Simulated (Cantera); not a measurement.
Feed: 1 mol CHF₃, 0.51 mol F₂, held at 24.0 mbar.

These are equilibrium values from Cantera (NASA tables, ideal gas, pure condensed phases), not measurements of a reactor. Candidate condensed phases: C, C₆H₆, C₇H₈, C₈H₁₈; 95 gas species. Rates play no part.

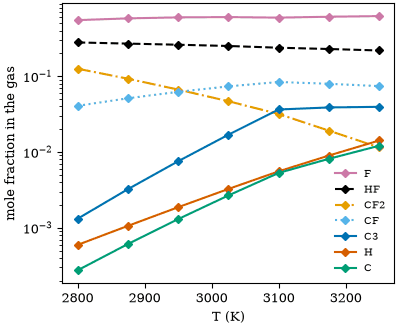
Equilibrium gas composition (values under 1e-9 drawn at 1e-9)

From 2800 K to 3100 K the condensed part is C(graphite). From 3175 K to 3250 K nothing is condensed. The main C-bearing gas is CF₂ at 2800 K and C₃ at 3250 K.
